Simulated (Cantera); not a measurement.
Input: 1 mol C, 0.76 mol O₂, held at 18.0 Pa.

Equilibrium computed with Cantera from the NASA thermochemical tables; the gas is ideal and each condensed phase is pure. Candidate condensed phases: C; 23 gas species. Ions and electrons are included (thermal ionisation). Equilibrium is a limit: real reactors are often held back by kinetics, nucleation or transport.

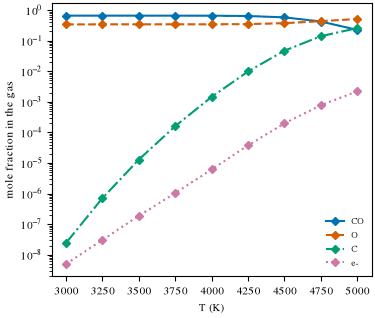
Figure. Equilibrium gas composition (values under 1e-9 drawn at 1e-9)

From 3000 K to 5000 K nothing is condensed. The main C-bearing gas is CO at 3000 K and C at 5000 K.
